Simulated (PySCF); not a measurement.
# C₂H₆N₂Si: a tour of settings

Which settings matter for C₂H₆N₂Si (`C#C[SiH](N)N`), and how do bad ones show?

Programs: PySCF 2.14.0, with density-fitted response routines of our own. Each step states its level of theory. These are calculated values for one molecule, in the gas phase or a continuum, unless marked as measured. Atoms count from 0, in the outputs and in this text.

## (1) The starting structure

11 atoms, charge 0, multiplicity 1; geometry from: GFN2-xTB.

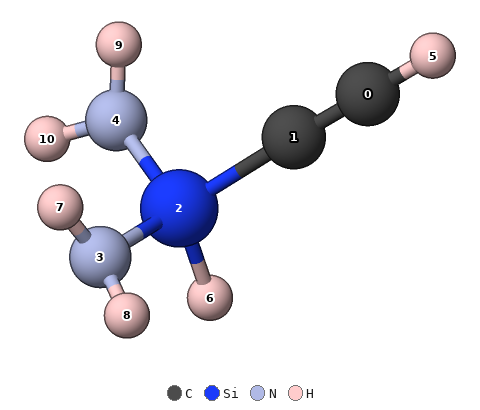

As it starts; carbon dark grey, silicon blue, nitrogen light blue, hydrogen pink, atoms numbered.

## (2) Shielding tensors: PBE0/aug-cc-pVDZ

The job: settings as JSON, then the geometry in Å.

```
{"job": {"kind": "nmr", "xc": "PBE0", "basis": "aug-cc-pVDZ", "pop": false, "scf": {"guess": "random", "max_cycle": 73}}, "charge": 0, "multiplicity": 1}
C      1.978304     1.749625     0.178590
C      1.064332     1.019608    -0.096217
Si    -0.286760    -0.183647    -0.528168
N      0.029811    -1.804910    -0.005155
N     -1.697259     0.475541     0.206736
H      2.766926     2.405055     0.416930
H     -0.478539    -0.270671    -1.974924
H      0.036957    -2.006975     0.982514
H      0.765856    -2.321515    -0.458241
H     -1.621532     0.993592     1.065555
H     -2.552671    -0.053032     0.186416
```

With the program's defaults for keys left out, this is: GIAO PBE0/aug-cc-pVDZ NMR shielding, non-relativistic, gas phase.

On the command line:

```
OMP_NUM_THREADS=1 python probes_run.py task.json out
```

This one command runs all jobs of the session in turn.

The log of the run:

```text
start from random orthonormal orbitals
final grid: 88560 points
cycle   1  E = -446.5516874393  dE = -3.609e+02  |g| = 7.567e+00  |ddm| = 2.539e+04
cycle   2  E = -303.3569894545  dE =  1.432e+02  |g| = 1.271e+01  |ddm| = 1.807e+03
cycle   3  E = -456.2185848831  dE = -1.529e+02  |g| = 5.823e+00  |ddm| = 1.987e+03
cycle   4  E = -447.2877338167  dE =  8.931e+00  |g| = 6.537e+00  |ddm| = 4.657e+01
cycle   5  E = -478.1071983421  dE = -3.082e+01  |g| = 1.213e+00  |ddm| = 4.206e+01
cycle   6  E = -478.0711237207  dE =  3.607e-02  |g| = 1.290e+00  |ddm| = 5.145e+00
cycle   7  E = -478.4633680566  dE = -3.922e-01  |g| = 3.063e-01  |ddm| = 2.581e+00
cycle   8  E = -478.4828339003  dE = -1.947e-02  |g| = 1.413e-01  |ddm| = 1.085e+00
cycle   9  E = -478.4874225509  dE = -4.589e-03  |g| = 3.710e-02  |ddm| = 4.826e-01
cycle  10  E = -478.4877195570  dE = -2.970e-04  |g| = 1.093e-02  |ddm| = 1.281e-01
cycle  11  E = -478.4877493934  dE = -2.984e-05  |g| = 1.891e-03  |ddm| = 4.015e-02
cycle  12  E = -478.4877502992  dE = -9.058e-07  |g| = 7.033e-04  |ddm| = 6.538e-03
cycle  13  E = -478.4877504353  dE = -1.362e-07  |g| = 9.291e-05  |ddm| = 1.474e-03
cycle  14  E = -478.4877504381  dE = -2.801e-09  |g| = 2.280e-05  |ddm| = 2.827e-04
cycle  15  E = -478.4877504383  dE = -1.911e-10  |g| = 5.405e-06  |ddm| = 7.536e-05
converged SCF energy = -478.4877504383

GIAO shielding tensors (ppm)
atom      isotropic    diamagn.    paramagn.     s11        s22        s33       span
  0 C      110.076     261.397    -151.322     35.613     42.395    252.218    216.604
  1 C      111.278     233.138    -121.860     19.260     24.522    290.051    270.792
  2 Si     449.960     889.271    -439.311    409.860    457.309    482.712     72.852
  3 N      241.108     291.187     -50.080    216.482    244.051    262.790     46.308
  4 N      252.270     284.435     -32.165    229.931    249.825    277.055     47.124
  5 H       30.114      31.105      -0.991     25.177     25.282     39.884     14.708
  6 H       26.630      26.082       0.548     23.409     24.403     32.078      8.669
  7 H       31.390      32.232      -0.842     25.807     27.955     40.407     14.600
  8 H       31.472      34.427      -2.954     25.287     27.240     41.890     16.603
  9 H       31.063      31.592      -0.528     24.840     27.842     40.509     15.669
 10 H       31.500      34.370      -2.870     24.766     27.191     42.544     17.779
```

Wall time 20 s (1 thread of Arm Neoverse V2, shared host); peak memory 0.78 GiB.

Despite a poor start guess, the SCF converged in 15 cycles.

The references, computed at this level on geometries of the same kind, shield at (ppm): ¹H TMS 31.86, ¹³C TMS 197.4, ²⁹Si TMS 414.6, ¹⁵N NH3 271.6. Their shielding less the atom's gives the shift. The references are single molecules in the gas phase, so shifts against H2O, NH3, PH3, H3PO4 or CFCl3 are not on the usual liquid scales and can be off by tens of ppm. Atoms listed in one row are averaged.

| atoms | environment | σ (ppm) | δ (ppm) |
| --- | --- | --- | --- |
| C0 | terminal alkyne carbon | 110.1 | 87.3 |
| C1 | alkyne carbon | 111.3 | 86.1 |
| H6 | hydrogen on a silicon bonded to C, 2 N | 26.63 | 5.23 |
| H5 | hydrogen on a terminal alkyne carbon | 30.11 | 1.74 |
| H7, H8, H9, H10 | hydrogen on a nitrogen bonded to Si | 31.36 | 0.50 |
| Si2 | silicon bonded to C, 2 N, H | 450.0 | -35.4 |
| N3, N4 | nitrogen bonded to Si, 2 H | 246.7 | 24.9 |

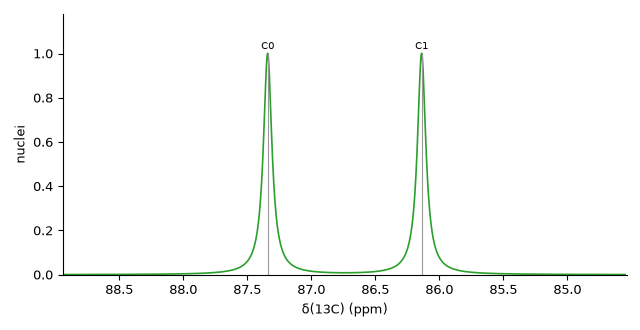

¹³C lines at the computed shifts, without couplings. Lines are broadened to a width of 0.08 ppm (Lorentzian).

## (3) Indirect couplings: KT2/Sadlej pVTZ in water

The job, as its differences from that of step 2:

```diff
@@ -1,2 +1,2 @@
-{"job": {"kind": "nmr", "xc": "PBE0", "basis": "aug-cc-pVDZ", "pop": false, "scf": {"guess": "random", "max_cycle": 73}}, "charge": 0, "multiplicity": 1}
+{"job": {"kind": "j", "xc": "KT2", "basis": "Sadlej pVTZ", "solvent": "water"}, "charge": 0, "multiplicity": 1}
 C      1.978304     1.749625     0.178590
```

Method: KT2/Sadlej pVTZ indirect spin-spin coupling, non-relativistic, IEF-PCM water.

The log of the run:

```text
coarse grid: 9640 points
cycle   1  E = -484.4492132041  dE =  4.651e-01  |g| = 7.304e-01  |ddm| = 3.074e+01
cycle   2  E = -484.1887016158  dE =  2.605e-01  |g| = 1.257e+00  |ddm| = 9.712e+00
cycle   3  E = -484.5722597780  dE = -3.836e-01  |g| = 1.508e-01  |ddm| = 5.022e+00
cycle   4  E = -484.5778001238  dE = -5.540e-03  |g| = 6.845e-02  |ddm| = 9.071e-01
cycle   5  E = -484.5787157841  dE = -9.157e-04  |g| = 3.872e-02  |ddm| = 4.032e-01
cycle   6  E = -484.5791255951  dE = -4.098e-04  |g| = 3.548e-03  |ddm| = 1.474e-01
cycle   7  E = -484.5791296638  dE = -4.069e-06  |g| = 8.688e-04  |ddm| = 3.502e-02
final grid: 88560 points
cycle   8  E = -484.5827161934  dE = -2.034e-04  |g| = 1.890e-02  |ddm| = 8.886e-01
cycle   9  E = -484.5826036291  dE =  1.126e-04  |g| = 2.830e-02  |ddm| = 2.605e-01
cycle  10  E = -484.5827892102  dE = -1.856e-04  |g| = 3.590e-03  |ddm| = 1.543e-01
cycle  11  E = -484.5827921002  dE = -2.890e-06  |g| = 1.137e-03  |ddm| = 2.748e-02
cycle  12  E = -484.5827925068  dE = -4.066e-07  |g| = 2.202e-04  |ddm| = 6.566e-03
cycle  13  E = -484.5827925168  dE = -1.001e-08  |g| = 1.050e-04  |ddm| = 9.135e-04
cycle  14  E = -484.5827925197  dE = -2.866e-09  |g| = 2.534e-05  |ddm| = 2.950e-04
cycle  15  E = -484.5827925198  dE = -1.461e-10  |g| = 4.918e-06  |ddm| = 1.030e-04
converged SCF energy = -484.5827925198

Indirect spin-spin couplings (Hz)
  i      j    bonds     total        FC       PSO       DSO        SD
  0 C    1 C    1    114.059   112.566     1.412     0.081         -
  0 C    2 Si   2    -18.693   -17.489    -0.790     0.067    -0.480
  0 C    3 N    3      0.158     0.066    -0.015     0.026     0.082
  0 C    4 N    3     -0.740    -0.827     0.057     0.024     0.006
  0 C    5 H    1    236.222   237.215    -1.470     0.478         -
  0 C    6 H    3      2.908     2.880     0.355    -0.327         -
  0 C    7 H    4     -0.305    -0.244     0.133    -0.194         -
  0 C    8 H    4     -0.278    -0.220     0.132    -0.190         -
  0 C    9 H    4     -0.170    -0.061    -0.028    -0.080         -
  0 C   10 H    4      1.063     1.221     0.264    -0.422         -
  1 C    2 Si   1    -74.429   -75.406     1.529    -0.124    -0.428
  1 C    3 N    2      0.796     0.773     0.087     0.010    -0.074
  1 C    4 N    2     -5.333    -5.352     0.011    -0.003     0.011
  1 C    5 H    2     39.672    37.109     3.768    -1.204         -
  1 C    6 H    2     18.266    18.482    -0.060    -0.157         -
  1 C    7 H    3     -1.650    -1.612     0.058    -0.096         -
  1 C    8 H    3     -1.830    -1.785     0.055    -0.099         -
  1 C    9 H    3      0.846     0.712    -0.028     0.163         -
  1 C   10 H    3      8.603     8.804     0.293    -0.494         -
  2 Si   3 N    1      1.651     3.807    -2.456     0.037     0.263
  2 Si   4 N    1     12.116    14.244    -2.477     0.038     0.310
  2 Si   5 H    3     -4.968    -4.957    -0.248     0.269    -0.032
  2 Si   6 H    1   -243.241  -244.342     1.218    -0.380     0.264
  2 Si   7 H    2      2.831     1.875     0.601     0.320     0.035
  2 Si   8 H    2     -1.696    -2.594     0.617     0.319    -0.038
  2 Si   9 H    2     -0.228    -1.113     0.536     0.336     0.012
  2 Si  10 H    2     -2.297    -3.238     0.611     0.332    -0.002
  3 N    4 N    2      0.020     0.036    -0.050    -0.009     0.043
  3 N    6 H    2    -14.786   -14.954     0.069     0.090     0.009
  3 N    7 H    1    -64.952   -61.803    -2.460    -0.308    -0.381
  3 N    8 H    1    -63.909   -60.694    -2.520    -0.303    -0.392
  3 N    9 H    3      1.317     1.273    -0.091     0.134     0.002
  3 N   10 H    3      0.846     0.873    -0.062     0.041    -0.006
  4 N    5 H    4      0.576     0.501    -0.031     0.099     0.006
  4 N    6 H    2     -7.890    -8.048     0.026     0.117     0.014
  4 N    7 H    3      0.062     0.048    -0.003     0.047    -0.030
  4 N    8 H    3     -1.303    -1.454    -0.076     0.248    -0.020
  4 N    9 H    1    -70.120   -66.960    -2.436    -0.319    -0.405
  4 N   10 H    1    -68.115   -64.946    -2.476    -0.312    -0.382
  5 H    6 H    4     -1.159    -0.688     0.725    -1.196         -
  5 H    7 H    5     -0.191     0.096     0.512    -0.799         -
  5 H    8 H    5     -0.221     0.060     0.508    -0.788         -
  5 H   10 H    5     -0.617    -0.137     0.875    -1.355         -
  6 H    7 H    3     10.020    11.468     1.615    -3.063         -
  6 H    8 H    3     -1.164    -0.953     0.296    -0.507         -
  6 H    9 H    3      7.162     8.598     1.509    -2.945         -
  6 H   10 H    3     -1.453    -0.959     0.540    -1.034         -
  7 H    8 H    2    -12.304   -12.310     4.640    -4.634         -
  7 H    9 H    4     -0.196    -0.086     0.171    -0.282         -
  8 H    9 H    4     -1.298    -0.439     1.334    -2.193         -
  8 H   10 H    4     -1.400    -0.703     1.210    -1.907         -
  9 H   10 H    2    -10.791   -10.712     4.707    -4.785         -
```

Run time: 19 s. Hardware: 1 thread of Arm Neoverse V2, shared host; peak memory 0.61 GiB.

This basis has no tight s functions, so the Fermi-contact terms are rough.

Couplings of 1 Hz or more, nine at most for each number of bonds, with means over like pairs (isotopes 13C, 1H, 15N, 29Si):

```csv
pair,bonds,J (Hz),Fermi contact (Hz)
Si2–H6,1,-243.2,-244.3
C0–H5,1,236.2,237.2
C0–C1,1,114.1,112.6
C1–Si2,1,-74.4,-75.4
N3–H7,1,-66.8,-63.6
Si2–N3,1,6.9,9.0
C1–H5,2,39.7,37.1
C0–Si2,2,-18.7,-17.5
C1–H6,2,18.3,18.5
H7–H8,2,-11.5,-11.5
N3–H6,2,-11.3,-11.5
C1–N3,2,-2.3,-2.3
Si2–H5,3,-5.0,-5.0
H6–H7,3,3.6,4.5
C0–H6,3,2.9,2.9
C1–H7,3,1.5,1.5
H5–H6,4,-1.2,-0.7
```

The spin-dipole term was solved for some atoms only; pairs without it lack that part.

Quadrupole couplings from the field gradients of the same density:

| atom | isotope | eQq/h (MHz) | η |
| --- | --- | --- | --- |
| N4 | 14N | -3.912 | 0.33 |
| N3 | 14N | -3.666 | 0.39 |

Shifts (PBE0/aug-cc-pVDZ, unscaled) and these couplings together give the proton spectrum at 400 MHz below.

¹H NMR δ 5.23 (d, J = 1.2 Hz, 1H), 1.74 (d, J = 1.2 Hz, 1H), 0.50 (br s, 4H).

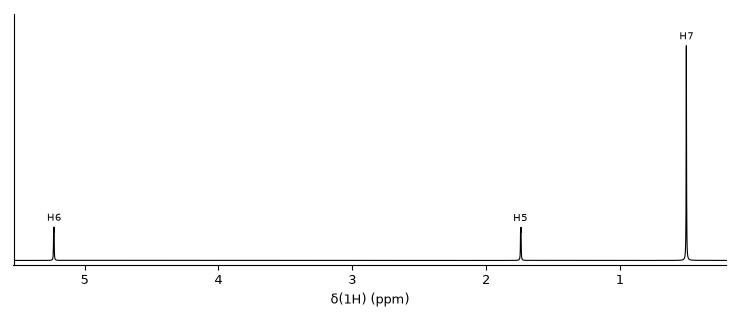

Simulated proton spectrum at 400 MHz, by exact diagonalisation of each spin system; lines 1.2 Hz wide, exchangeable protons uncoupled.

## (4) Nuclear shieldings: BLYP/6-31G

The job, as its differences from that of step 3:

```diff
@@ -1,2 +1,2 @@
-{"job": {"kind": "j", "xc": "KT2", "basis": "Sadlej pVTZ", "solvent": "water"}, "charge": 0, "multiplicity": 1}
+{"job": {"kind": "nmr", "xc": "BLYP", "basis": "6-31G", "pop": false, "scf": {"level_shift": 0.1, "aux": "def2-universal-jkfit"}}, "charge": 0, "multiplicity": 1}
 C      1.978304     1.749625     0.178590
```

With the program's defaults for keys left out, this is: GIAO BLYP/6-31G NMR shielding, non-relativistic, gas phase.

The log of the run:

```text
final grid: 88560 points
cycle   1  E = -478.4844662586  dE =  5.498e-01  |g| = 7.265e-01  |ddm| = 3.222e+00
cycle   2  E = -478.3860692655  dE =  9.840e-02  |g| = 1.003e+00  |ddm| = 1.699e+00
cycle   3  E = -478.6084260034  dE = -2.224e-01  |g| = 1.342e-01  |ddm| = 7.715e-01
cycle   4  E = -478.6137858294  dE = -5.360e-03  |g| = 2.983e-02  |ddm| = 1.857e-01
cycle   5  E = -478.6138893019  dE = -1.035e-04  |g| = 2.399e-02  |ddm| = 4.561e-02
cycle   6  E = -478.6140273514  dE = -1.380e-04  |g| = 3.849e-03  |ddm| = 1.870e-02
cycle   7  E = -478.6140320458  dE = -4.694e-06  |g| = 6.042e-04  |ddm| = 4.565e-03
cycle   8  E = -478.6140321123  dE = -6.648e-08  |g| = 3.795e-04  |ddm| = 9.534e-04
cycle   9  E = -478.6140321408  dE = -2.859e-08  |g| = 1.407e-04  |ddm| = 3.752e-04
cycle  10  E = -478.6140321462  dE = -5.327e-09  |g| = 2.390e-05  |ddm| = 1.509e-04
cycle  11  E = -478.6140321463  dE = -1.676e-10  |g| = 1.670e-06  |ddm| = 2.789e-05
level shift removed, Fock matrix diagonalised once more
converged SCF energy = -478.6140321463

GIAO shielding tensors (ppm)
atom      isotropic    diamagn.    paramagn.     s11        s22        s33       span
  0 C      112.239     270.997    -158.759     37.471     45.938    253.307    215.836
  1 C      115.735     273.239    -157.504     26.858     32.225    288.122    261.263
  2 Si     454.047     879.392    -425.345    412.634    461.756    487.751     75.118
  3 N      236.109     323.648     -87.539    204.493    246.856    256.979     52.486
  4 N      246.862     321.944     -75.082    216.749    249.433    274.406     57.657
  5 H       31.357      31.608      -0.251     26.891     27.027     40.154     13.263
  6 H       28.020      29.501      -1.482     23.875     25.231     34.952     11.077
  7 H       33.543      31.899       1.644     27.134     29.685     43.809     16.674
  8 H       33.279      31.291       1.987     26.042     29.071     44.724     18.682
  9 H       33.101      31.461       1.640     25.997     29.784     43.523     17.526
 10 H       33.497      30.802       2.695     25.625     29.122     45.743     20.118
```

It took 5.5 s on 1 thread of Arm Neoverse V2, shared host; peak memory 0.54 GiB.

In short: δ C0 80.6, C1 77.1, Si2 -33.3, N3 14.8, H6 5.06, H5 1.72 ppm (means over like atoms).

## (5) Excited states and response: HF/pcSseg-1

The job, as its differences from that of step 4:

```diff
@@ -1,2 +1,2 @@
-{"job": {"kind": "nmr", "xc": "BLYP", "basis": "6-31G", "pop": false, "scf": {"level_shift": 0.1, "aux": "def2-universal-jkfit"}}, "charge": 0, "multiplicity": 1}
+{"job": {"kind": "uv", "xc": "HF", "basis": "pcSseg-1", "nstates": 12, "ntriplets": 5, "tda": false}, "charge": 0, "multiplicity": 1}
 C      1.978304     1.749625     0.178590
```

Level: TDDFT HF/pcSseg-1, vertical, gas phase, core orbitals frozen in the response.

The log of the run:

```text
final grid: 88560 points
cycle   1  E = -476.9648359493  dE =  6.057e-01  |g| = 4.270e-01  |ddm| = 2.943e+00
cycle   2  E = -477.0200392580  dE = -5.520e-02  |g| = 1.399e-01  |ddm| = 6.242e-01
cycle   3  E = -477.0251138918  dE = -5.075e-03  |g| = 6.090e-02  |ddm| = 2.109e-01
cycle   4  E = -477.0260992025  dE = -9.853e-04  |g| = 1.304e-02  |ddm| = 8.390e-02
cycle   5  E = -477.0261453402  dE = -4.614e-05  |g| = 4.578e-03  |ddm| = 1.989e-02
cycle   6  E = -477.0261516570  dE = -6.317e-06  |g| = 1.150e-03  |ddm| = 4.326e-03
cycle   7  E = -477.0261522873  dE = -6.304e-07  |g| = 3.440e-04  |ddm| = 1.867e-03
cycle   8  E = -477.0261524139  dE = -1.265e-07  |g| = 1.546e-04  |ddm| = 8.563e-04
cycle   9  E = -477.0261524484  dE = -3.449e-08  |g| = 7.288e-05  |ddm| = 3.865e-04
cycle  10  E = -477.0261524582  dE = -9.819e-09  |g| = 3.084e-05  |ddm| = 2.067e-04
cycle  11  E = -477.0261524598  dE = -1.664e-09  |g| = 1.102e-05  |ddm| = 9.908e-05
cycle  12  E = -477.0261524600  dE = -1.270e-10  |g| = 4.100e-06  |ddm| = 2.581e-05
converged SCF energy = -477.0261524600

Static polarisability (au): isotropic 47.956, principal 38.047 40.526 65.296

Singlet excitations
state   eV       nm        f      main configurations
  1   5.7448    215.8   0.00006   H->L 0.29, H-1->L+1 0.23, H-3->L 0.09
  2   6.2802    197.4   0.00026   H-1->L 0.33, H->L+1 0.24, H-1->L+2 0.08
  3   6.2885    197.2   0.00035   H-1->L+1 0.42, H->L 0.18
  4   8.1423    152.3   0.04529   H-2->L 0.28, H-3->L+1 0.13, H->L 0.10
  5   8.2271    150.7   0.08977   H-2->L 0.19, H-3->L+1 0.16, H->L+1 0.16
  6   9.5006    130.5   0.10141   H-3->L 0.33, H->L 0.12, H->L+1 0.10
  7   9.5759    129.5   0.00914   H-2->L+7 0.28, H-2->L+5 0.26, H->L+5 0.10
  8   9.6156    128.9   0.03680   H-3->L+6 0.21, H->L+6 0.16, H-3->L 0.08
  9   9.8907    125.4   0.06081   H->L+2 0.17, H-2->L+1 0.15
 10   9.9684    124.4   0.05232   H->L+3 0.53, H-3->L+3 0.10
 11  10.0365    123.5   0.07891   H-1->L+3 0.77
 12  10.0832    123.0   0.68519   H-2->L+1 0.41, H-1->L 0.17

Triplet excitations (Tamm-Dancoff, eV): 4.4179 5.3048 5.3083 6.1216 7.4152
```

Wall time 3.9 s (1 thread of Arm Neoverse V2, shared host); peak memory 0.54 GiB.

Frontier orbitals and where they lie:

```
orbital      eV                       atoms
 HOMO−3  -11.53   N3 56 %, C1 19 %, C0 12 %
 HOMO−2  -11.18    N4 71 %, Si2 6 %, C1 6 %
 HOMO−1  -10.90            C0 47 %, C1 46 %
   HOMO  -10.62   C0 32 %, N3 28 %, C1 28 %
   LUMO    3.86  C0 24 %, Si2 22 %, C1 18 %
 LUMO+1    4.04  Si2 25 %, C0 24 %, C1 18 %
 LUMO+2    4.77   C0 15 %, H7 14 %, C1 13 %
```

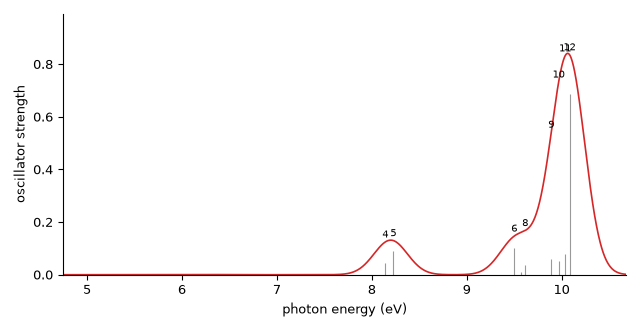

Absorption spectrum from the 12 singlet states computed; above the last one it falls off for lack of states. Lines are broadened to a width of 0.40 eV (Gaussian).

Ground-state properties from the same run:

| property | computed |
| --- | --- |
| dipole moment (D) | 1.90 |
| polarisability (Å³) | 7.11 |
| HOMO–LUMO gap (eV) | 14.47 |
| −ε(HOMO) (eV) | 10.62 |

## (6) TDDFT and polarisability: KT2/pcJ-1

The job, as its differences from that of step 5:

```diff
@@ -1,2 +1,2 @@
-{"job": {"kind": "uv", "xc": "HF", "basis": "pcSseg-1", "nstates": 12, "ntriplets": 5, "tda": false}, "charge": 0, "multiplicity": 1}
+{"job": {"kind": "uv", "xc": "KT2", "basis": "pcJ-1", "nstates": 6, "ntriplets": 5, "tda": true, "max_iter": 2, "scf": {"max_cycle": 70}}, "charge": 0, "multiplicity": 3}
 C      1.978304     1.749625     0.178590
```

With the program's defaults for keys left out, this is: KT2/pcJ-1.

The log of the run:

```text
NotImplementedError: this response code serves closed shells only; the SCF ended at -482.25834826 Eh with <S^2> = 2.0056
```

It took 31 s on 1 thread of Arm Neoverse V2, shared host; peak memory 0.54 GiB.

Why it failed: The input makes an open shell, and this response code serves closed shells alone. The remedy is to restore the closed-shell charge and spin, or use an unrestricted response code.

## (7) Side by side: NMR shifts

Shifts (ppm), means over like atoms, with basis size and wall time:

| run | C0 | C1 | H6 | H5 | H7 | Si2 | N3 | functions | time |
| --- | --- | --- | --- | --- | --- | --- | --- | --- | --- |
| PBE0/aug-cc-pVDZ | 87.3 | 86.1 | 5.23 | 1.74 | 0.50 | -35.4 | 24.9 | 173 | 20 s |
| BLYP/6-31G | 80.6 | 77.1 | 5.06 | 1.72 | -0.27 | -33.3 | 14.8 | 61 | 5.5 s |

## (8) What came out

| quantity | value |
| --- | --- |
| ¹³C shifts against TMS (PBE0/aug-cc-pVDZ) | 87.3, 86.1 ppm |
| ¹H shifts against TMS (PBE0/aug-cc-pVDZ, means over atoms taken as alike) | 5.23, 1.74, 0.50 ppm |
| ²⁹Si shifts against TMS (PBE0/aug-cc-pVDZ) | -35.4 ppm |
| ¹⁵N shifts against NH3 (PBE0/aug-cc-pVDZ, means over atoms taken as alike) | 24.9 ppm |
| largest coupling of the table (KT2/Sadlej pVTZ) | ¹J(Si,H) Si2–H6, -243.2 Hz |
| lowest singlet (HF/pcSseg-1) | 5.74 eV (216 nm), f = 0.000 |
| brightest single state of those computed | state 12, 10.08 eV, f = 0.685 |
| lowest triplet | 4.42 eV |
| range of the shift of N3 | 14.8 to 24.9 ppm |
| property runs in this session | 5, of which 1 failed and 0 gave unsound results |

Single values in the summary come from the first run of each kind that ended normally (PBE0/aug-cc-pVDZ; KT2/Sadlej pVTZ; HF/pcSseg-1), which need not be the best level. At PBE0/aug-cc-pVDZ: Shielding is most anisotropic at C1 (span 271 ppm, paramagnetic term -122 ppm). In the run at KT2/Sadlej pVTZ, the largest coupling of the table is Si2–H6, -243.2 Hz, of which the Fermi-contact term gives -244.3 Hz. The first singlet state (HOMO→LUMO 0.29, HOMO−1→LUMO+1 0.23) lies at 5.74 eV and is dark; of the 12 states computed, the strongest absorption comes from state 12 at 10.08 eV (the last computed, so partners may be missing). The lowest triplet lies 1.33 eV below the lowest singlet (triplets in Tamm-Dancoff, singlets in full TDDFT). The basis of HF/pcSseg-1 has no diffuse functions, so Rydberg states are missing and the high states are unreliable. Across the 2 runs the shift of N3 (with its like atoms) moves most, between 14.8 (BLYP/6-31G) and 24.9 ppm (PBE0/aug-cc-pVDZ). Couplings from bases without tight functions are rough.
